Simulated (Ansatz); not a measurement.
As (space group R-3m, No. 166): the geometry relaxed with Ansatz 0.2.0, DFT PBE+D3(BJ), scalar-relativistic, plane waves, PAW.

Space group R-3m:H (No. 166). a = 3.783 Å, b = 3.783 Å, c = 10.114 Å, α = 90.00°, β = 90.00°, γ = 120.00°

| atom | site | symmetry | x | y | z |
| --- | --- | --- | --- | --- | --- |
| As | 6c | 3m | 0.0000 | 0.0000 | 0.2303 |

Describe the stacking along c, naming the columns A, B, C as they first turn up.

As(A) – As(B) – As(C) – As(A) – As(B) – As(C) (six layers in 10.11 Å).

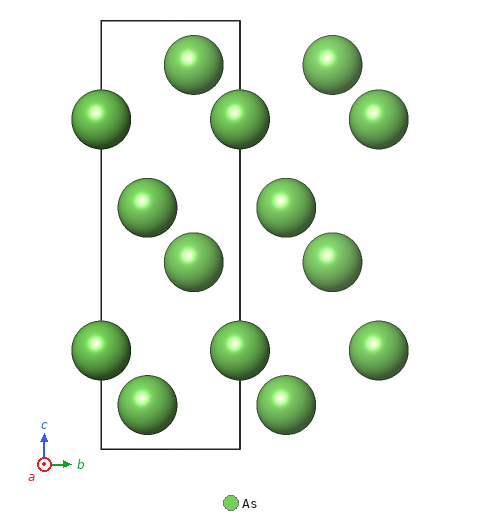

The picture looks along a close-packed row of the hexagonal mesh; c points upwards. Every atom sits on one of the three columns of the mesh; call them A, B, C in the order in which they first turn up. The sequence starts with the first layer at or above the cell's origin.
